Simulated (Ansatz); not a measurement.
# C₂H₇AlSi: geometry and vibrations

What shape does C₂H₇AlSi take? The plan is to relax it, then compute its harmonic vibrations to see whether it is a minimum and to get the zero-point energy and entropy, and look at its orbitals and charge.

The runs use Ansatz 0.2.0, Gaussian basis; RKS PBE0-D4/def2-TZVP.

Plan: relaxation at PBE-D4/def2-SVP; relaxation at PBE0-D4/def2-TZVP; harmonic vibrations at the same level; a single point in def2-TZVPP for the fields.

### Step 1. The starting structure

SMILES `[CH3][Al]1[CH2][SiH2]1`, 11 atoms, charge 0, spin multiplicity 1.

Atoms are counted from 1 here; the program's logs count them from 0.

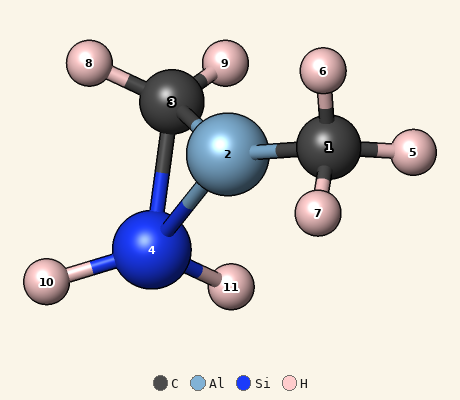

Start geometry, drawn with carbon dark grey, aluminium light blue, silicon blue, hydrogen pink; atoms are numbered from 1 in the order of the file.

Coordinates:

```mol
C2H7AlSi
  3D, bonds by distance, orders not assigned

 11 11  0  0  0  0  0  0  0  0999 V2000
   -1.1933    1.9244   -0.4173 C   0  0
   -0.0009    0.4976    0.0761 Al  0  0
    0.3625   -1.1470    1.0594 C   0  0
    1.3293   -1.4247   -0.5604 Si  0  0
   -2.1653    1.5288   -0.8783 H   0  0
   -1.4966    2.5803    0.4705 H   0  0
   -0.7274    2.6263   -1.1762 H   0  0
    1.1385   -1.0175    1.9158 H   0  0
   -0.4682   -1.8030    1.2805 H   0  0
    2.7210   -1.3562   -0.4154 H   0  0
    0.5657   -2.4662   -1.3340 H   0  0
  1  2  8  0
  2  3  8  0
  3  4  8  0
  1  5  8  0
  1  6  8  0
  1  7  8  0
  3  8  8  0
  3  9  8  0
  4 10  8  0
  4 11  8  0
  2  4  8  0
M  END
```

The start is a force-field geometry with small random shifts, so a cheaper pass at PBE-D4/def2-SVP comes first.

### Step 2. Geometry optimisation, PBE-D4/def2-SVP (cheap first pass)

The input, in.yaml:

```yaml
crystal:
  periodic: [false, false, false]
  atoms:
    - {symbol: C, position_ang: [-1.193300, 1.924400, -0.417300]}
    - {symbol: Al, position_ang: [-0.000900, 0.497600, 0.076100]}
    - {symbol: C, position_ang: [0.362500, -1.147000, 1.059400]}
    - {symbol: Si, position_ang: [1.329300, -1.424700, -0.560400]}
    - {symbol: H, position_ang: [-2.165300, 1.528800, -0.878300]}
    - {symbol: H, position_ang: [-1.496600, 2.580300, 0.470500]}
    - {symbol: H, position_ang: [-0.727400, 2.626300, -1.176200]}
    - {symbol: H, position_ang: [1.138500, -1.017500, 1.915800]}
    - {symbol: H, position_ang: [-0.468200, -1.803000, 1.280500]}
    - {symbol: H, position_ang: [2.721000, -1.356200, -0.415400]}
    - {symbol: H, position_ang: [0.565700, -2.466200, -1.334000]}
basis:
  gaussian: {orbitals: def2-SVP}
hamiltonian: {xc: pbe, dispersion: d4}
relax: {f_tol: 0.03, max_steps: 200}
```

Command:

```
ansatz run in.yaml --threads 2 --pin off --events-out ev --progress --plain --max-ram 4352MiB
```

What it wrote, cut to the lines that bear on the results:

```text
Functional definition: PBE
  name "PBE"
  cite "Perdew, Burke & Ernzerhof, Phys. Rev. Lett. 77, 3865 (1996) doi:10.1103/PhysRevLett.77.3865"
  parent pbe
[...]
1111 factors; their error is unknown
[...]
mean field -16643.70801731 eV, -611.6449881255 hartree, gradient 4.0e-5 eV, S^2 0.000000; 0 other end points of the search recorded, 0 dependent functions left out
[...]
reference -16643.70805852 eV, -611.6449896401 hartree; 23, 23 occupied and 76, 76 virtual orbitals, 1111 factors
relax step   1: F+E_penalty+E_count = -16643.91386445 eV  Δ(F+E_penalty+E_count) = +0.000e0 eV  max|allowed force component| = 2.603e0 eV/Å  Δτ_max = 0.0000 Å  (28 SCF iters, accepted)
[...]
relax step   7: F+E_penalty+E_count = -16644.46541571 eV  Δ(F+E_penalty+E_count) = -1.544e-3 eV  max|allowed force component| = 4.249e-2 eV/Å  Δτ_max = 0.0252 Å  (28 SCF iters, accepted)
[...]
relax step   8: F+E_penalty+E_count = -16644.46592183 eV  Δ(F+E_penalty+E_count) = -5.061e-4 eV  max|allowed force component| = 1.608e-2 eV/Å  Δτ_max = 0.0211 Å  (29 SCF iters, accepted)
1111 factors; their error is unknown
mean field -16644.26292227 eV, -611.6653805067 hartree, gradient 2.1e-5 eV, S^2 0.000000; 1 other end points of the search recorded, 0 dependent functions left out
[...]
reference -16644.26296347 eV, -611.6653820210 hartree; 23, 23 occupied and 76, 76 virtual orbitals, 1111 factors
Total energy: -16644.46596304 eV, -611.6728421174 hartree
Atom 0 at    -1.224630     1.993156    -0.400899 Å, force    -0.000329     0.004578    -0.003594 eV/Å
Atom 1 at    -0.121990     0.383362    -0.199473 Å, force    -0.004129    -0.005798    -0.005723 eV/Å
Atom 2 at     0.282364    -1.099515     1.029398 Å, force    -0.011319    -0.004585    -0.016077 eV/Å
Atom 3 at     1.334608    -1.427884    -0.588228 Å, force    -0.008701     0.002484     0.013458 eV/Å
Atom 4 at    -2.220103     1.705314    -0.804335 Å, force     0.001630    -0.004804    -0.000600 eV/Å
Atom 5 at    -1.398130     2.485193     0.578471 Å, force     0.001331     0.004433     0.004409 eV/Å
Atom 6 at    -0.781814     2.729976    -1.100317 Å, force    -0.000097     0.001755    -0.001676 eV/Å
Atom 7 at     0.935883    -0.738844     1.857658 Å, force     0.013848     0.005719     0.008542 eV/Å
Atom 8 at    -0.378299    -1.895981     1.426025 Å, force     0.003256    -0.007871     0.003081 eV/Å
Atom 9 at     2.825534    -1.580374    -0.412066 Å, force     0.005982    -0.002697     0.001764 eV/Å
Atom 10 at     0.811877    -2.611601    -1.365535 Å, force    -0.001472     0.006787    -0.003583 eV/Å
Dipole moment:    -0.257953     0.333794     0.089534 e Å
```

Run time: 16 s. Hardware: 2 threads of Arm Neoverse V1, shared host.

Relaxation path: (the energy doesn't fall at every step)

```tsv
step	energy from step 1 (eV)	largest force component (eV/Å)
1	0.0000	2.6031
2	-0.4891	0.5503
3	-0.5318	0.1550
4	-0.5270	0.2916
5	-0.5463	0.0628
6	-0.5500	0.1076
7	-0.5516	0.0425
8	-0.5521	0.0161
```

Distances of close pairs at the start and the end, largest changes first:

```tsv
bond	before (Å)	after (Å)	change (Å)
Si4–H10	1.401	1.509	+0.108
Al2–Si4	2.423	2.357	-0.066
C3–Si4	1.907	1.957	+0.051
C3–H8	1.163	1.115	-0.048
C1–Al2	1.924	1.962	+0.038
C1–H6	1.145	1.110	-0.035
C1–H5	1.146	1.112	-0.034
C3–H9	1.081	1.108	+0.027
```

### Step 3. Optimising with PBE0-D4/def2-TZVP

The input, in.yaml:

```yaml
crystal:
  periodic: [false, false, false]
  atoms:
    - {symbol: C, position_ang: [-1.224630, 1.993156, -0.400899]}
    - {symbol: Al, position_ang: [-0.121990, 0.383362, -0.199473]}
    - {symbol: C, position_ang: [0.282364, -1.099515, 1.029398]}
    - {symbol: Si, position_ang: [1.334608, -1.427884, -0.588228]}
    - {symbol: H, position_ang: [-2.220103, 1.705314, -0.804335]}
    - {symbol: H, position_ang: [-1.398130, 2.485193, 0.578471]}
    - {symbol: H, position_ang: [-0.781814, 2.729976, -1.100317]}
    - {symbol: H, position_ang: [0.935883, -0.738844, 1.857658]}
    - {symbol: H, position_ang: [-0.378299, -1.895981, 1.426025]}
    - {symbol: H, position_ang: [2.825534, -1.580374, -0.412066]}
    - {symbol: H, position_ang: [0.811877, -2.611601, -1.365535]}
basis:
  gaussian: {orbitals: def2-TZVP}
hamiltonian: {xc: pbe0, dispersion: d4}
relax: {f_tol: 0.005, max_steps: 150}
```

Launched as before.

What it wrote, cut to the lines that bear on the results:

```text
Functional definition: PBE0
  name "PBE0"
  cite "Adamo & Barone, J. Chem. Phys. 110, 6158 (1999) doi:10.1063/1.478522"
  cite "Perdew, Burke & Ernzerhof, Phys. Rev. Lett. 77, 3865 (1996) doi:10.1103/PhysRevLett.77.3865"
  parent pbe
[...]
1215 factors; their error is unknown
[...]
mean field -16653.57319160 eV, -612.0075265940 hartree, gradient 3.2e-5 eV, S^2 0.000000; 0 other end points of the search recorded, 0 dependent functions left out
[...]
reference -16653.57322755 eV, -612.0075279150 hartree; 23, 23 occupied and 155, 155 virtual orbitals, 1215 factors
relax step   1: F+E_penalty+E_count = -16653.74560644 eV  Δ(F+E_penalty+E_count) = +0.000e0 eV  max|allowed force component| = 4.681e-1 eV/Å  Δτ_max = 0.0000 Å  (27 SCF iters, accepted)
[...]
Atom 1 at    -0.119065     0.374357    -0.215297 Å, force     0.000400     0.000407    -0.000159 eV/Å
Atom 2 at     0.226706    -1.124852     0.982478 Å, force     0.000633    -0.000342     0.000494 eV/Å
Atom 3 at     1.363764    -1.391938    -0.550182 Å, force    -0.000969     0.000244    -0.000476 eV/Å
Atom 4 at    -2.263332     1.698599    -0.504377 Å, force     0.002433     0.001298     0.000143 eV/Å
Atom 5 at    -1.128715     2.591920     0.502461 Å, force    -0.000245    -0.001245    -0.002084 eV/Å
Atom 6 at    -0.925039     2.581238    -1.259360 Å, force    -0.000801    -0.001011     0.001660 eV/Å
Atom 7 at     0.819225    -0.753773     1.830852 Å, force    -0.000486     0.000059     0.000242 eV/Å
Atom 8 at    -0.417554    -1.931076     1.330946 Å, force     0.000386     0.000182    -0.000362 eV/Å
Atom 9 at     2.825248    -1.549325    -0.304742 Å, force    -0.000335    -0.000176     0.000090 eV/Å
Atom 10 at     0.893458    -2.527194    -1.394258 Å, force     0.000485    -0.000099     0.000164 eV/Å
Dipole moment:    -0.266489     0.330014     0.081840 e Å
```

Run time: 2 min. Hardware: 2 threads of Arm Neoverse V1, shared host.

Step by step:

```tsv
step	energy from step 1 (eV)	largest force component (eV/Å)
1	0.0000	0.4681
2	-0.0378	0.1377
3	-0.0421	0.0332
4	-0.0422	0.0084
5	-0.0422	0.0088
6	-0.0423	0.0150
7	-0.0424	0.0160
8	-0.0425	0.0342
9	-0.0425	0.0343
10	-0.0426	0.0204
11	-0.0426	0.0122
12	-0.0427	0.0095
13	-0.0427	0.0093
14	-0.0427	0.0095
15	-0.0428	0.0146
16	-0.0423	0.1001
17	-0.0428	0.0084
18	-0.0428	0.0165
19	-0.0428	0.0112
20	-0.0429	0.0053
21	-0.0429	0.0107
22	-0.0429	0.0099
23	-0.0429	0.0063
24	-0.0429	0.0023
25	-0.0429	0.0024
```

The force was under the threshold of 0.005 eV/Å already at step 24, but the program went on to step 25.

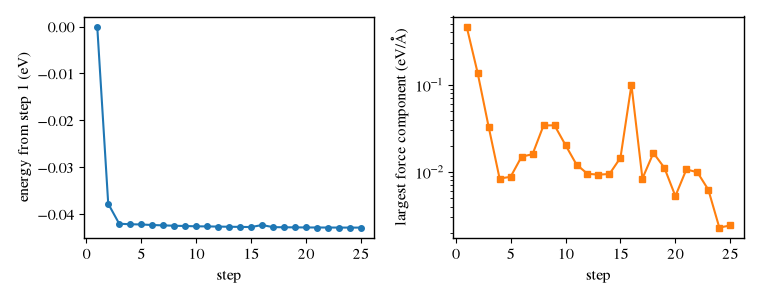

Energy and force, step by step.

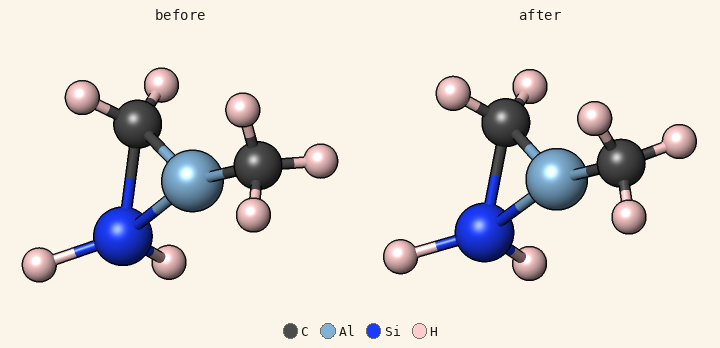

Before and after, at one scale.

Close pairs (by a distance rule), those that changed most:

```tsv
bond	before (Å)	after (Å)	change (Å)
C3–Si4	1.957	1.927	-0.030
Al2–Si4	2.357	2.330	-0.026
C3–H9	1.108	1.089	-0.019
Si4–H10	1.509	1.490	-0.019
Si4–H11	1.510	1.491	-0.019
Al2–C3	1.968	1.950	-0.018
C1–H5	1.112	1.095	-0.017
C1–H7	1.108	1.091	-0.017
```

Mulliken charges of the relaxed molecule (report file):

```tsv
atom	value (e)
C1	-0.57
Al2	0.38
C3	-0.51
Si4	0.01
H5	0.15
H6	0.15
H7	0.16
H8	0.14
H9	0.15
H10	-0.02
H11	-0.02
```

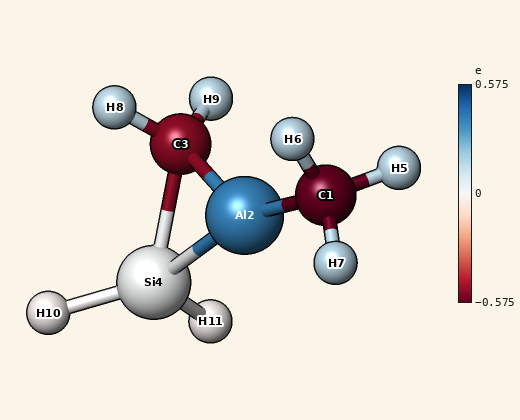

Mulliken charges of the relaxed molecule (report file), as colours on the atoms.

### Step 4. Vibrations by finite differences

The input, in.yaml:

```yaml
crystal:
  periodic: [false, false, false]
  atoms:
    - {symbol: C, position_ang: [-1.209398, 1.974846, -0.397821]}
    - {symbol: Al, position_ang: [-0.119065, 0.374357, -0.215297]}
    - {symbol: C, position_ang: [0.226706, -1.124852, 0.982478]}
    - {symbol: Si, position_ang: [1.363764, -1.391938, -0.550182]}
    - {symbol: H, position_ang: [-2.263332, 1.698599, -0.504377]}
    - {symbol: H, position_ang: [-1.128715, 2.591920, 0.502461]}
    - {symbol: H, position_ang: [-0.925039, 2.581238, -1.259360]}
    - {symbol: H, position_ang: [0.819225, -0.753773, 1.830852]}
    - {symbol: H, position_ang: [-0.417554, -1.931076, 1.330946]}
    - {symbol: H, position_ang: [2.825248, -1.549325, -0.304742]}
    - {symbol: H, position_ang: [0.893458, -2.527194, -1.394258]}
basis:
  gaussian: {orbitals: def2-TZVP}
hamiltonian: {xc: pbe0, dispersion: d4}
phonons: {temperatures: {t_min: 298.15, t_max: 900, t_step: 200}}
```

Same command.

What it wrote, cut to the lines that bear on the results:

```text
Functional definition: PBE0
  name "PBE0"
  cite "Adamo & Barone, J. Chem. Phys. 110, 6158 (1999) doi:10.1063/1.478522"
  cite "Perdew, Burke & Ernzerhof, Phys. Rev. Lett. 77, 3865 (1996) doi:10.1103/PhysRevLett.77.3865"
  parent pbe
[...]
1215 factors; their error is unknown
[...]
mean field -16653.61487541 eV, -612.0090584458 hartree, gradient 3.6e-5 eV, S^2 0.000000; 0 other end points of the search recorded, 0 dependent functions left out
[...]
reference -16653.61491178 eV, -612.0090597821 hartree; 23, 23 occupied and 155, 155 virtual orbitals, 1215 factors
[...]
1215 factors; their error is unknown
mean field -16653.61472096 eV, -612.0090527697 hartree, gradient 1.1e-6 eV, S^2 0.000000; 0 other end points of the search recorded, 0 dependent functions left out
[...]
reference -16653.61475732 eV, -612.0090541060 hartree; 23, 23 occupied and 155, 155 virtual orbitals, 1215 factors
[...]
Atom 4 at    -2.263332     1.698599    -0.504377 Å, force     0.002437     0.001297     0.000152 eV/Å
Atom 5 at    -1.128715     2.591920     0.502461 Å, force    -0.000241    -0.001242    -0.002087 eV/Å
Atom 6 at    -0.925039     2.581238    -1.259360 Å, force    -0.000800    -0.001018     0.001661 eV/Å
Atom 7 at     0.819225    -0.753773     1.830852 Å, force    -0.000524     0.000078     0.000303 eV/Å
Atom 8 at    -0.417554    -1.931076     1.330946 Å, force     0.000385     0.000193    -0.000366 eV/Å
Atom 9 at     2.825248    -1.549325    -0.304742 Å, force    -0.000326    -0.000169     0.000088 eV/Å
Atom 10 at     0.893458    -2.527194    -1.394258 Å, force     0.000476    -0.000101     0.000170 eV/Å
Dipole moment:    -0.266489     0.330013     0.081841 e Å
Vibrations: 37.59 114.11 137.65 185.23 363.28 401.83 478.57 531.11 629.81 644.82 655.15 709.68 785.00 838.13 852.74 924.92 1209.99 1340.13 1432.92 1440.09 2186.30 2201.26 3033.85 3040.40 3117.52 3144.64 3146.05 cm⁻¹, zero-point energy 2.081867 eV
```

Run time: 3.7 min. Hardware: 2 threads of Arm Neoverse V1, shared host.

Motions are named by where the mode's potential energy lies. Wavenumbers, unscaled:

```tsv
mode	cm⁻¹	motion
1	38	torsion
2	114	torsion
3	138	bend
4	185	bend
5	363	bend with Al–Si stretch
6	402	bend with Al–Si stretch
7	479	bend with Al–C stretch
8	531	bend
9	630	bend with Si–C stretch
10	645	bend
11	655	bend
12	710	bend with Al–C stretch
13	785	bend with Al–C stretch
14	838	bend
15	853	bend
16	925	bend
17	1210	bend
18	1340	bend
19	1433	bend
20	1440	bend
21	2186	Si–H stretch
22	2201	Si–H stretch
23	3034	C–H stretch
24	3040	C–H stretch
25	3118	C–H stretch
26	3145	C–H stretch
27	3146	C–H stretch
```

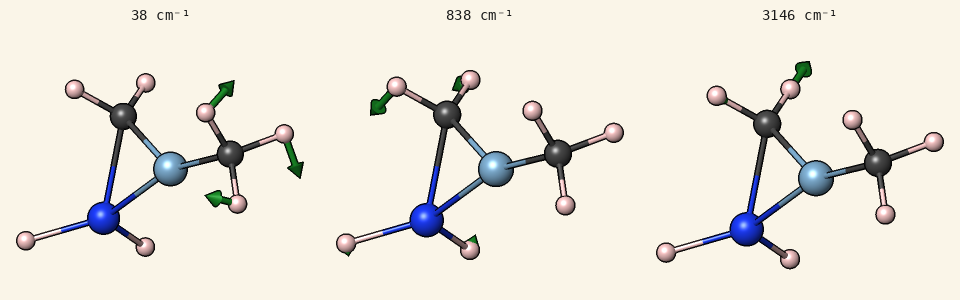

How the atoms move in 3 of the modes.

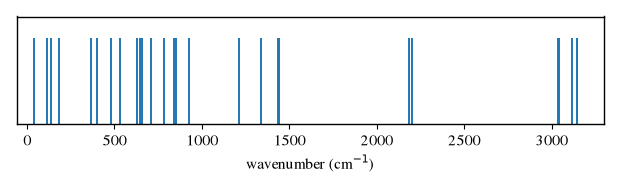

The harmonic wavenumbers as sticks (no intensities were computed).

Ideal gas, rigid rotor and harmonic oscillator at 298.15 K and 1 bar, with symmetry number 1:

```tsv
term	value
zero-point energy	48.0 kcal/mol
H(298) − E	53.4 kcal/mol
entropy, translation	164.4 J/(mol K)
entropy, rotation	109.5 J/(mol K)
entropy, vibration	80.7 J/(mol K)
entropy, total	354.6 J/(mol K)
```

### Step 5. Orbitals, density and potential

Changes to in.yaml since step 4:

```diff
@@ -15,4 +15,4 @@
 basis:
-  gaussian: {orbitals: def2-TZVP}
+  gaussian: {orbitals: def2-TZVPP}
 hamiltonian: {xc: pbe0, dispersion: d4}
-phonons: {temperatures: {t_min: 298.15, t_max: 900, t_step: 200}}
+output: {orbitals: {seedname: orbitals}}
```

The command is unchanged.

What it wrote:

```text
Functional definition: PBE0
  name "PBE0"
  cite "Adamo & Barone, J. Chem. Phys. 110, 6158 (1999) doi:10.1063/1.478522"
  cite "Perdew, Burke & Ernzerhof, Phys. Rev. Lett. 77, 3865 (1996) doi:10.1103/PhysRevLett.77.3865"
  parent pbe
  parameter a = 0.25
  parameter kappa = 0.804
  parameter beta = 0.06672455060314922
  exchange = (1 - a)*pbe_x(kappa = kappa, mu = beta*pi^2/3) + a*exact_x
  correlation = pbe_c(beta = beta)
1364 factors; their error is unknown
mean field evaluation 1: about -16640.7058 eV, gradient 7.5e1 eV
mean field evaluation 2: about -16629.8958 eV, gradient 8.9e1 eV
mean field evaluation 4: about -16653.5483 eV, gradient 6.7e0 eV
mean field evaluation 8: about -16653.6787 eV, gradient 3.3e-1 eV
mean field evaluation 16: about -16653.6789 eV, gradient 2.9e-5 eV
mean field -16653.67886736 eV, -612.0114101065 hartree, gradient 2.9e-5 eV, S^2 0.000000; 0 other end points of the search recorded, 0 dependent functions left out
reference -16653.67890434 eV, -612.0114114655 hartree; 23, 23 occupied and 221, 221 virtual orbitals, 1364 factors
Total energy: -16653.85251932 eV, -612.0177916983 hartree
```

Wall time 4.8 s (2 threads of Arm Neoverse V1, shared host); peak memory 0.54 GiB.

Orbitals, density, ELF and potential are computed afterwards from the orbital file.

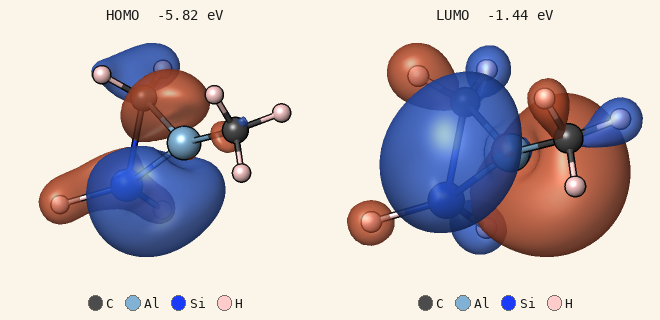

Frontier orbitals at PBE0-D4/def2-TZVPP; each surface holds 70 % of the orbital's density, blue and red mark the sign.

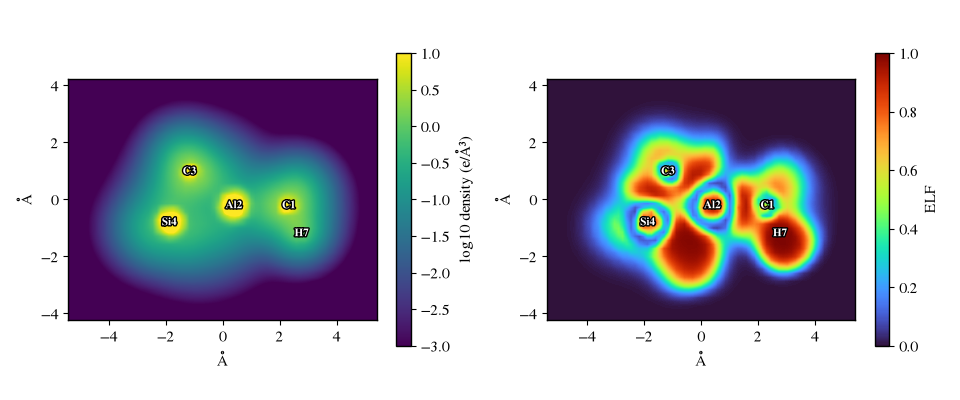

Density (left) and ELF (right) in a plane through or near 5 of the atoms.

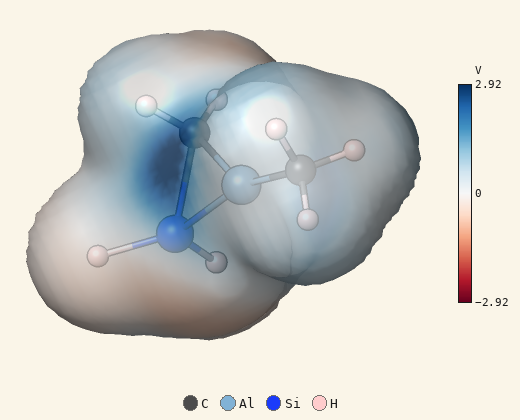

Electrostatic potential on the surface of density 0.002 e/bohr³; red is low, blue high. It runs, from the 1st to the 99th percentile, from -0.71 V near Si4 to 2.92 V near Al2.

### Step 6. Outcome

| quantity | value |
| --- | --- |
| point group | C1 |
| steps | 8 + 25 |
| shift from the start (rms) | 0.283 Å |
| total energy | -16653.7885 eV |
| dispersion term | -174 meV |
| dipole moment | 2.07 D |
| lowest, highest wavenumber | 38, 3146 cm⁻¹ |
| zero-point energy | 48.0 kcal/mol |
| entropy at 298.15 K | 354.6 J/(mol K) |
| HOMO, LUMO | -5.82, -1.44 eV |

**Reading.** The atoms moved 0.28 Å (rms) from the start; the bond that changed most is Al2–Si4, from 2.423 to 2.330 Å. No mode is imaginary: a true minimum at this level. The stiffest mode, 3146 cm⁻¹, is a C–H stretch, and 4 modes under 200 cm⁻¹ make the vibrational entropy uncertain. Harmonic hybrid wavenumbers usually lie a few per cent above measured fundamentals. The largest Mulliken charge, -0.57 e, sits on C1. The HOMO lies mostly on Si4 33 %; Al2 29 % and the LUMO on Al2 57 %; H8, H11 about 7 % each.
